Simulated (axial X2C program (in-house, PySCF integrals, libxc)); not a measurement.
# ClB: bond curves with and without spin–orbit coupling

Aim: find the lowest determinant of ClB, scan the bond at several levels and fit the constants, once spin-free and once with spin–orbit coupling.

Computed with an in-house X2C program for linear molecules on PySCF integrals. Level: all-electron X2C, Cl dyall-av3z, B dyall-v3z.

All values are calculated.

### Step 1. Input

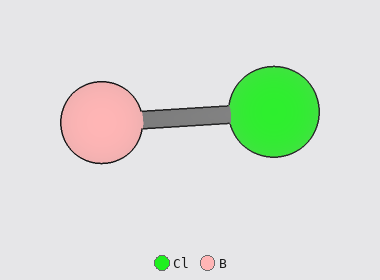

The two atoms at 1.840 Å (chlorine green, boron pink).

The input, task.json:

```json
{"zs": [17, 5], "q": 0, "bas": ["dyall-av3z", "dyall-v3z"], "levels": ["PBE0", "HF", "PBE"], "cc": true, "r0": 1.84, "thr": -2.0, "nmax": 90, "npts": 10, "nst": 2, "ntry": 6}
```

Keys: zs atomic numbers; q charge; bas basis sets; levels methods (HF also brings MP2); cc coupled cluster on or off; r0 starting distance in Å; thr threshold in hartree for freezing inner shells (an s shell follows its p shell); nmax most natural virtual spinors; npts points asked for on the curve; nst determinants followed; ntry starts of the search.

Run with:

```bash
python so2c.py task.json out
```

Spin-free means the one-electron spin-free X2C Hamiltonian; two-component (2c) means X2C with spin–orbit coupling and atomic mean-field two-electron Coulomb and Gaunt terms. Basis: Cl dyall-av3z contracted to [9s8p3d2f], B dyall-v3z contracted to [7s6p2d1f]; Gaussian nuclei, density fitting. Masses: Cl 34.969 u, B 11.009 u.

Notation: σ, π±, δ± give the projection m of an orbital's angular momentum (0, ±1, ±2), α and β its spin, Λ and M_S the sums; ω is the projection of a spinor's total angular momentum and Ω the sum. Logs are in hartree.

The results follow Hamiltonian by Hamiltonian and level by level.

### Step 2. Search for the lowest determinant

PBE0 moves the distance from 1.840 Å to 1.726 Å and compares determinants there.

Spin-free determinants:

| ΔE (eV) | state | open shells |
| --- | --- | --- |
| 0.00 | M_S = 0, Λ = 0 | closed shell |
| 2.19 | M_S = 1, Λ = 1 | beyond closed shells: σα, π+α |
| 3.17 | M_S = 0, Λ = 1 | beyond closed shells: σα, π+β |
| 6.66 | M_S = 1, Λ = 0 | beyond closed shells: π+α, π-α |
| 7.95 | M_S = 0, Λ = 2 | beyond closed shells: π+α, π+β |

Two-component determinants:

| ΔE (eV) | state | open shells |
| --- | --- | --- |
| 0.00 | Ω = 0 | closed shell |
| 2.19 | Ω = 2 | excess of +ω over −ω: ω = 1/2, ω = 3/2 |
| 3.16 | Ω = 1 | excess of +ω over −ω: 2 × ω = 1/2 |
| 3.17 | Ω = 1 | excess of +ω over −ω: ω = -1/2, ω = 3/2 |

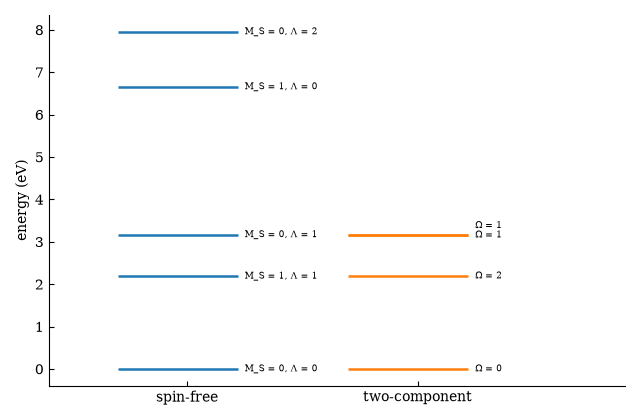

The determinants found, each set from its own lowest.

### Step 3. PBE0, spin-free

State followed: M_S = 0, Λ = 0 (closed shell). The scan is laid around 1.726 Å, a first estimate of the minimum, and this SCF restarts from the orbitals of the search.

The SCF at the reference distance of 1.726 Å:

```text
spin-free X2C-1e  PBE0
basis functions 104  fitting functions 573  grid points 4356
iter        total energy     max residual
   1       -486.255059598     7.17e-06
   2       -486.255059599     1.88e-06
converged
one-electron -721.20871701  Coulomb 241.04855599  exact exchange -7.86711340  xc functional -24.28807655  nuclear repulsion 26.06029138
```

Along the bond, energies from the lowest point:

| R (Å) | E (eV) | μ (D) | HOMO (eV) | LUMO (eV) | iterations |
| --- | --- | --- | --- | --- | --- |
| 1.502 | 0.7733 | -2.98 | -6.73 | -1.37 | 22 |
| 1.571 | 0.3159 | -2.56 | -6.96 | -1.54 | 22 |
| 1.622 | 0.1225 | -2.23 | -7.15 | -1.67 | 18 |
| 1.674 | 0.0245 | -1.88 | -7.33 | -1.80 | 17 |
| 1.726 | 0.0000 | -1.53 | -7.52 | -1.94 | 2 |
| 1.786 | 0.0414 | -1.10 | -7.73 | -2.09 | 17 |
| 1.847 | 0.1382 | -0.67 | -7.93 | -2.25 | 16 |
| 1.925 | 0.3194 | -0.12 | -8.17 | -2.46 | 17 |
| 2.019 | 0.5956 | 0.55 | -8.42 | -2.70 | 18 |
| 2.158 | 1.0528 | 1.49 | -8.67 | -3.04 | 17 |

Dipoles are positive if B is the positive end.

Outer orbitals at the reference distance:

```
symmetry  occupied  ε (eV)              atomic character
      σα       yes  -24.91     71% Cl s, 14% B p, 8% B s
      σα       yes  -14.33    67% Cl p, 18% B s, 8% Cl s
     π+α       yes  -11.02     83% Cl p, 11% B p, 5% B d
     π-α       yes  -11.02     83% Cl p, 11% B p, 5% B d
      σα       yes   -7.52    41% B s, 34% B p, 12% Cl p
     π-α        no   -1.94    70% B p, 17% Cl d, 9% Cl p
     π+α        no   -1.94    70% B p, 17% Cl d, 9% Cl p
      σα        no    0.74   50% Cl s, 31% Cl p, 13% B p
      σα        no    1.19  34% Cl p, 30% Cl s, 22% Cl d
```

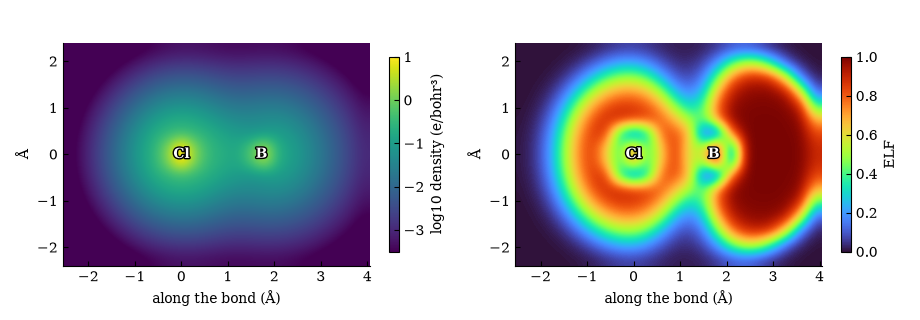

PBE0 fields in a plane through the axis, from a grid of 0.3 Å; Cl lies at z = 0 and B at z = 1.726 Å; the ELF is damped to zero where the density is low.

Re = 1.720 Å, ωe = 834 cm⁻¹, ωexe = 5.22 cm⁻¹, Be = 0.6802 cm⁻¹, De = 5.29 eV, μ = -1.57 D.

### Step 4. HF, spin-free

Output at 1.726 Å:

```text
spin-free X2C-1e  HF
basis functions 104  fitting functions 573  grid points 4356
iter        total energy     max residual
   1       -485.568323254     1.26e-01
   2       -485.580075520     6.84e-03
   3       -485.580743530     5.66e-03
   4       -485.580835297     1.78e-03
   5       -485.580844764     3.05e-04
   6       -485.580845579     1.27e-04
   7       -485.580845658     2.69e-05
   8       -485.580845662     2.65e-06
converged
one-electron -721.02862575  Coulomb 240.89564317  exact exchange -31.50815447  xc functional 0.00000000  nuclear repulsion 26.06029138
```

Re = 1.721 Å, ωe = 850 cm⁻¹, ωexe = 5.63 cm⁻¹, Be = 0.68 cm⁻¹, De = 3.76 eV, μ = -1.40 D.

### Step 5. PBE, spin-free

Output at 1.726 Å:

```text
spin-free X2C-1e  PBE
basis functions 104  fitting functions 573  grid points 4356
iter        total energy     max residual
   1       -486.218784267     4.66e-02
   2       -486.220086395     7.27e-03
   3       -486.220464515     5.52e-03
   4       -486.220546128     1.04e-03
   5       -486.220549268     1.38e-04
   6       -486.220549416     8.71e-05
   7       -486.220549458     1.54e-05
   8       -486.220549461     9.64e-06
converged
one-electron -721.15601141  Coulomb 240.98310140  exact exchange 0.00000000  xc functional -32.10793083  nuclear repulsion 26.06029138
```

Re = 1.734 Å, ωe = 802 cm⁻¹, ωexe = 5.13 cm⁻¹, Be = 0.6693 cm⁻¹, De = 5.49 eV, μ = -1.57 D.

### Step 6. MP2 and beyond, spin-free

Correlated methods: 10 electrons correlated (frozen shells, counted by type: Cl 2 s, 1 p; B 1 s), 174 virtual spinors in MP2, 90 natural virtuals in coupled cluster.

Output of the correlated part at 1.726 Å:

```text
correlated 10  virtual 174  natural virtual 90  E(MP2) -0.268214513  MP2 remainder -0.006936815
iter   CCSD correlation   residual
   1     -0.279548940   1.29e-01
   2     -0.289181428   5.68e-02
   3     -0.291156538   2.41e-02
   4     -0.291096723   7.35e-03
   5     -0.291132486   1.70e-03
   6     -0.291127390   5.04e-04
   7     -0.291129005   1.25e-04
   8     -0.291130161   3.24e-05
   9     -0.291129813   8.69e-06
  10     -0.291129856   2.81e-06
  11     -0.291129815   8.88e-07
  12     -0.291129824   3.73e-07
(T) -0.013379171  T1 0.0215  D1 0.0300  max T2 0.113
```

T1 in the output is the amplitude norm over the root of the electron number; divide by √2 for the Lee–Taylor value.

MP2: Re = 1.714 Å, ωe = 854 cm⁻¹, Be = 0.6852 cm⁻¹, De = 5.35 eV.

CCSD: Re = 1.723 Å, ωe = 841 cm⁻¹, ωexe = 5.7 cm⁻¹, Be = 0.6779 cm⁻¹, De = 5.00 eV. T1 at Re = 0.015 (Lee–Taylor, the printed value over √2).

CCSD(T): Re = 1.726 Å, ωe = 835 cm⁻¹, ωexe = 5.72 cm⁻¹, Be = 0.6761 cm⁻¹, De = 5.17 eV. T1 at Re = 0.015 (Lee–Taylor, the printed value over √2).

### Step 7. A higher determinant, spin-free

State: M_S = 1, Λ = 1 (beyond closed shells: σα, π+α).

Output at the reference distance:

```text
spin-free X2C-1e  PBE0
basis functions 104  fitting functions 573  grid points 4356
iter        total energy     max residual
   1       -486.174706955     7.89e-05
   2       -486.174706981     4.76e-05
   3       -486.174707006     1.01e-05
   4       -486.174707006     8.45e-06
converged
one-electron -721.38846679  Coulomb 241.34726170  exact exchange -7.88290445  xc functional -24.31088885  nuclear repulsion 26.06029138
```

| R (Å) | E above the lowest PBE0 point (eV) |
| --- | --- |
| 1.502 | 2.900 |
| 1.571 | 2.446 |
| 1.622 | 2.265 |
| 1.674 | 2.186 |
| 1.726 | 2.187 |
| 1.786 | 2.263 |
| 1.847 | 2.399 |
| 1.925 | 2.632 |
| 2.019 | 2.970 |

Re = 1.699 Å, ωe = 918 cm⁻¹, ωexe = 5.54 cm⁻¹, Be = 0.6974 cm⁻¹, μ = 0.08 D. Te = 2.18 eV.

### Step 8. The spin-free curves together

Energy (eV) of the followed determinant, spin-free, from each level's lowest point:

| R (Å) | PBE0 | HF | MP2 | CCSD | CCSD(T) | PBE |
| --- | --- | --- | --- | --- | --- | --- |
| 1.502 | 0.773 | 0.806 | 0.758 | n/a | n/a | 0.832 |
| 1.571 | 0.316 | 0.330 | 0.300 | 0.337 | 0.344 | 0.358 |
| 1.622 | 0.123 | 0.128 | 0.110 | 0.133 | 0.138 | 0.151 |
| 1.674 | 0.024 | 0.026 | 0.018 | 0.029 | 0.031 | 0.039 |
| 1.726 | 0.000 | 0.000 | 0.000 | 0.000 | 0.000 | 0.000 |
| 1.786 | 0.041 | 0.043 | 0.050 | 0.039 | 0.036 | 0.024 |
| 1.847 | 0.138 | 0.142 | 0.156 | 0.134 | 0.128 | 0.103 |
| 1.925 | 0.319 | 0.329 | 0.348 | 0.314 | 0.303 | 0.262 |
| 2.019 | 0.596 | 0.611 | 0.636 | n/a | n/a | 0.512 |
| 2.158 | 1.053 | 1.073 | 1.105 | n/a | n/a | 0.932 |

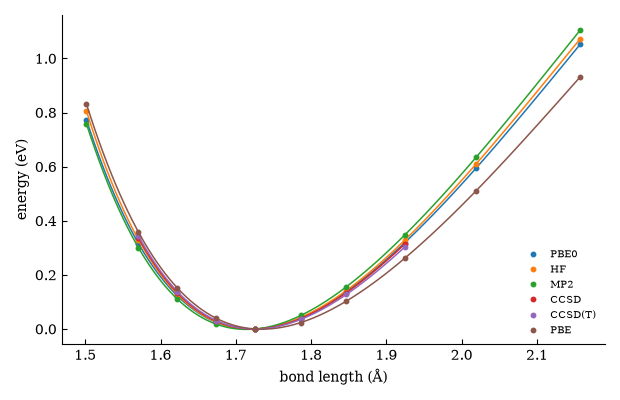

Curves of the followed state, spin-free, each from its own lowest point.

### Step 9. PBE0, 2c

State followed: Ω = 0 (closed shell). The scan is laid around 1.726 Å, a first estimate of the minimum, and this SCF restarts from the orbitals of the search.

Output at 1.726 Å:

```text
two-component X2C + atomic mean field  PBE0
basis functions 104  fitting functions 573  grid points 4356
iter        total energy     max residual
   1       -486.179210876     2.40e-05
   2       -486.179210878     5.93e-06
converged
one-electron -721.00800885  Coulomb 240.99301197  exact exchange -7.86539977  xc functional -24.28275135  nuclear repulsion 26.06029138  atomic mean-field constant -0.07635426
```

Along the bond, energies from the lowest point:

| R (Å) | E (eV) | μ (D) | HOMO (eV) | LUMO (eV) | iterations |
| --- | --- | --- | --- | --- | --- |
| 1.502 | 0.7748 | -2.98 | -6.72 | -1.37 | 22 |
| 1.571 | 0.3168 | -2.56 | -6.96 | -1.54 | 20 |
| 1.622 | 0.1231 | -2.23 | -7.14 | -1.67 | 18 |
| 1.674 | 0.0247 | -1.88 | -7.33 | -1.81 | 18 |
| 1.726 | 0.0000 | -1.53 | -7.51 | -1.94 | 2 |
| 1.786 | 0.0412 | -1.11 | -7.73 | -2.10 | 18 |
| 1.847 | 0.1378 | -0.68 | -7.93 | -2.26 | 17 |
| 1.925 | 0.3187 | -0.12 | -8.17 | -2.46 | 17 |
| 2.019 | 0.5948 | 0.54 | -8.42 | -2.70 | 18 |
| 2.158 | 1.0518 | 1.49 | -8.67 | -3.05 | 18 |

Dipoles are positive if B is the positive end.

Outer spinors at the reference distance:

```
  ω  occupied  ε (eV)              atomic character  λ mixture
1/2       yes  -24.91     71% Cl s, 14% B p, 8% B s     100% σ
1/2       yes  -14.33    67% Cl p, 18% B s, 8% Cl s     100% σ
1/2       yes  -11.05     83% Cl p, 11% B p, 5% B d     100% π
3/2       yes  -10.98     83% Cl p, 11% B p, 5% B d     100% π
1/2       yes   -7.51    41% B s, 34% B p, 12% Cl p     100% σ
1/2        no   -1.94    70% B p, 17% Cl d, 9% Cl p     100% π
3/2        no   -1.93    70% B p, 17% Cl d, 9% Cl p     100% π
1/2        no    0.74   50% Cl s, 31% Cl p, 13% B p     100% σ
1/2        no    1.20  33% Cl p, 31% Cl s, 22% Cl d     100% σ
```

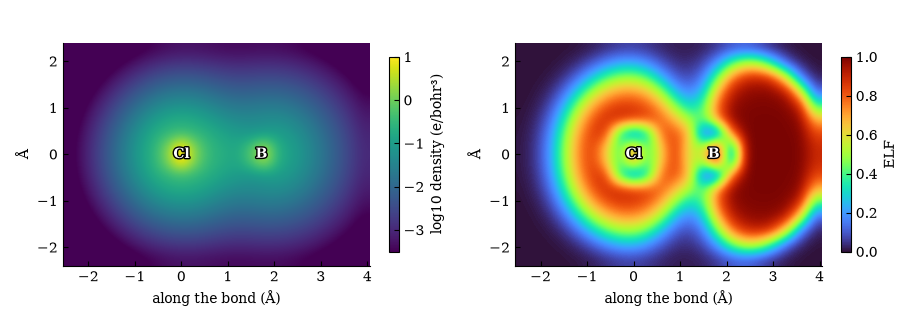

PBE0 fields in a plane through the axis, from a grid of 0.3 Å; Cl lies at z = 0 and B at z = 1.726 Å; the ELF is damped to zero where the density is low.

Re = 1.721 Å, ωe = 834 cm⁻¹, ωexe = 5.22 cm⁻¹, Be = 0.6801 cm⁻¹, De = 5.28 eV, μ = -1.57 D.

### Step 10. HF, 2c

Output at 1.726 Å:

```text
two-component X2C + atomic mean field  HF
basis functions 104  fitting functions 573  grid points 4356
iter        total energy     max residual
   1       -485.492658831     1.26e-01
   2       -485.504407385     6.79e-03
   3       -485.505075395     5.67e-03
   4       -485.505167203     1.78e-03
   5       -485.505176677     3.04e-04
   6       -485.505177493     1.28e-04
   7       -485.505177573     2.70e-05
   8       -485.505177576     2.70e-06
converged
one-electron -720.82818918  Coulomb 240.84038143  exact exchange -31.50130694  xc functional 0.00000000  nuclear repulsion 26.06029138  atomic mean-field constant -0.07635426
```

Re = 1.721 Å, ωe = 850 cm⁻¹, ωexe = 5.63 cm⁻¹, Be = 0.6798 cm⁻¹, De = 3.66 eV, μ = -1.40 D.

### Step 11. PBE, 2c

The SCF at the reference distance of 1.726 Å:

```text
two-component X2C + atomic mean field  PBE
basis functions 104  fitting functions 573  grid points 4356
iter        total energy     max residual
   1       -486.142870829     4.66e-02
   2       -486.144173863     7.28e-03
   3       -486.144550754     5.52e-03
   4       -486.144631911     1.03e-03
   5       -486.144635029     1.37e-04
   6       -486.144635174     8.54e-05
   7       -486.144635214     1.52e-05
   8       -486.144635217     9.60e-06
converged
one-electron -720.95559707  Coulomb 240.92786229  exact exchange 0.00000000  xc functional -32.10083756  nuclear repulsion 26.06029138  atomic mean-field constant -0.07635426
```

Re = 1.735 Å, ωe = 802 cm⁻¹, ωexe = 5.13 cm⁻¹, Be = 0.6692 cm⁻¹, De = 5.48 eV, μ = -1.57 D.

### Step 12. Correlated methods, 2c

Correlated methods: 10 electrons correlated (frozen shells, counted by type: Cl 2 s, 1 p; B 1 s), 174 virtual spinors in MP2, 90 natural virtuals in coupled cluster.

Output of the correlated part at 1.726 Å:

```text
correlated 10  virtual 174  natural virtual 90  E(MP2) -0.268233674  MP2 remainder -0.006935233
iter   CCSD correlation   residual
   1     -0.279567562   1.29e-01
   2     -0.289200485   5.68e-02
   3     -0.291174217   2.41e-02
   4     -0.291114494   7.35e-03
   5     -0.291150231   1.70e-03
   6     -0.291145142   5.05e-04
   7     -0.291146759   1.26e-04
   8     -0.291147918   3.34e-05
   9     -0.291147561   1.05e-05
  10     -0.291147604   5.15e-06
  11     -0.291147539   3.08e-06
  12     -0.291147577   1.83e-06
  13     -0.291147579   8.17e-07
(T) -0.013383438  T1 0.0215  D1 0.0300  max T2 0.113
```

MP2: Re = 1.714 Å, ωe = 854 cm⁻¹, Be = 0.6851 cm⁻¹, De = 5.32 eV.

CCSD: Re = 1.724 Å, ωe = 841 cm⁻¹, ωexe = 5.7 cm⁻¹, Be = 0.6777 cm⁻¹, De = 4.97 eV. T1 at Re = 0.015 (Lee–Taylor, the printed value over √2).

CCSD(T): Re = 1.726 Å, ωe = 835 cm⁻¹, ωexe = 5.73 cm⁻¹, Be = 0.6759 cm⁻¹, De = 5.13 eV. T1 at Re = 0.015 (Lee–Taylor, the printed value over √2).

### Step 13. A higher determinant, 2c

State: Ω = 2 (excess of +ω over −ω: ω = 1/2, ω = 3/2).

Output at the reference distance:

```text
two-component X2C + atomic mean field  PBE0
basis functions 104  fitting functions 573  grid points 4356
iter        total energy     max residual
   1       -486.098611807     2.45e-05
   2       -486.098611808     7.13e-06
converged
one-electron -721.18828911  Coulomb 241.29250611  exact exchange -7.88120298  xc functional -24.30556296  nuclear repulsion 26.06029138  atomic mean-field constant -0.07635426
```

| R (Å) | E above the lowest PBE0 point (eV) |
| --- | --- |
| 1.502 | 2.909 |
| 1.571 | 2.454 |
| 1.622 | 2.272 |
| 1.674 | 2.193 |
| 1.726 | 2.193 |
| 1.786 | 2.269 |
| 1.847 | 2.404 |
| 1.925 | 2.637 |
| 2.019 | 2.974 |

Re = 1.699 Å, ωe = 917 cm⁻¹, ωexe = 5.54 cm⁻¹, Be = 0.6971 cm⁻¹, μ = 0.08 D. Te = 2.18 eV.

### Step 14. The 2c curves together

Energy (eV) of the followed determinant, 2c, from each level's lowest point:

| R (Å) | PBE0 | HF | MP2 | CCSD | CCSD(T) | PBE |
| --- | --- | --- | --- | --- | --- | --- |
| 1.502 | 0.775 | 0.807 | 0.760 | n/a | n/a | 0.833 |
| 1.571 | 0.317 | 0.331 | 0.301 | 0.338 | 0.345 | 0.359 |
| 1.622 | 0.123 | 0.129 | 0.111 | 0.134 | 0.139 | 0.152 |
| 1.674 | 0.025 | 0.026 | 0.018 | 0.029 | 0.031 | 0.039 |
| 1.726 | 0.000 | 0.000 | 0.000 | 0.000 | 0.000 | 0.000 |
| 1.786 | 0.041 | 0.042 | 0.050 | 0.038 | 0.035 | 0.024 |
| 1.847 | 0.138 | 0.142 | 0.156 | 0.134 | 0.127 | 0.103 |
| 1.925 | 0.319 | 0.328 | 0.347 | 0.314 | 0.303 | 0.261 |
| 2.019 | 0.595 | 0.610 | 0.635 | n/a | n/a | 0.511 |
| 2.158 | 1.052 | 1.072 | 1.104 | n/a | n/a | 0.931 |

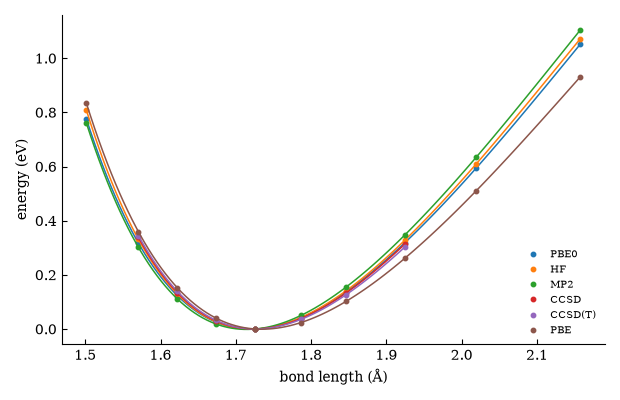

Curves of the followed state, 2c, each from its own lowest point.

Time for the job: 71 s (1 thread of Arm Neoverse V1, shared host); peak memory 0.56 GiB.

### Step 15. What came out

Lowest determinant that the search found at its distance, spin-free: M_S = 0, Λ = 0 (closed shell).

Lowest determinant that the search found at its distance, 2c: Ω = 0 (closed shell).

```json
{"Hamiltonian": "spin-free", "level": "PBE0", "Re (Å)": "1.720", "ωe (cm⁻¹)": "834", "De (eV)": "5.29", "μ (D)": "-1.57"}
{"Hamiltonian": "spin-free", "level": "HF", "Re (Å)": "1.721", "ωe (cm⁻¹)": "850", "De (eV)": "3.76", "μ (D)": "-1.40"}
{"Hamiltonian": "spin-free", "level": "MP2", "Re (Å)": "1.714", "ωe (cm⁻¹)": "854", "De (eV)": "5.35", "μ (D)": "n/a"}
{"Hamiltonian": "spin-free", "level": "CCSD", "Re (Å)": "1.723", "ωe (cm⁻¹)": "841", "De (eV)": "5.00", "μ (D)": "n/a"}
{"Hamiltonian": "spin-free", "level": "CCSD(T)", "Re (Å)": "1.726", "ωe (cm⁻¹)": "835", "De (eV)": "5.17", "μ (D)": "n/a"}
{"Hamiltonian": "spin-free", "level": "PBE", "Re (Å)": "1.734", "ωe (cm⁻¹)": "802", "De (eV)": "5.49", "μ (D)": "-1.57"}
{"Hamiltonian": "2c", "level": "PBE0", "Re (Å)": "1.721", "ωe (cm⁻¹)": "834", "De (eV)": "5.28", "μ (D)": "-1.57"}
{"Hamiltonian": "2c", "level": "HF", "Re (Å)": "1.721", "ωe (cm⁻¹)": "850", "De (eV)": "3.66", "μ (D)": "-1.40"}
{"Hamiltonian": "2c", "level": "MP2", "Re (Å)": "1.714", "ωe (cm⁻¹)": "854", "De (eV)": "5.32", "μ (D)": "n/a"}
{"Hamiltonian": "2c", "level": "CCSD", "Re (Å)": "1.724", "ωe (cm⁻¹)": "841", "De (eV)": "4.97", "μ (D)": "n/a"}
{"Hamiltonian": "2c", "level": "CCSD(T)", "Re (Å)": "1.726", "ωe (cm⁻¹)": "835", "De (eV)": "5.13", "μ (D)": "n/a"}
{"Hamiltonian": "2c", "level": "PBE", "Re (Å)": "1.735", "ωe (cm⁻¹)": "802", "De (eV)": "5.48", "μ (D)": "-1.57"}
```

Dipoles are positive if B is the positive end.

Time per point (s) on 1 thread of Arm Neoverse V1, shared host (2c runs; CCSD comes with the CCSD(T) run); the times are rough: PBE0 0.25, HF 0.12, MP2 0.19, CCSD(T) 3.1, PBE 0.21.

What this shows: At CCSD(T), going from spin-free to two-component changes Re by 0 mÅ, ωe by 0.0 %; the spin-free picture holds up (part of it comes from the scalar share of the two-electron terms). De moves by -0.03 eV; both De rest on single-determinant atoms, which can miss part of an open shell's spin–orbit lowering.

De refers to Cl + B, each in the lowest determinant found, which need not be this curve's own limit. The state is a single determinant with fixed occupations, the lowest that a limited PBE0 search found. Closed shells are restricted here (equal orbitals for both partners), which fails at long range if the bond breaks into open shells. Dissociation energies refer to the lowest single-determinant-based atoms at the same level and basis. Coupled cluster ran in a truncated set of natural virtual spinors; the MP2 energy of the rest was added.
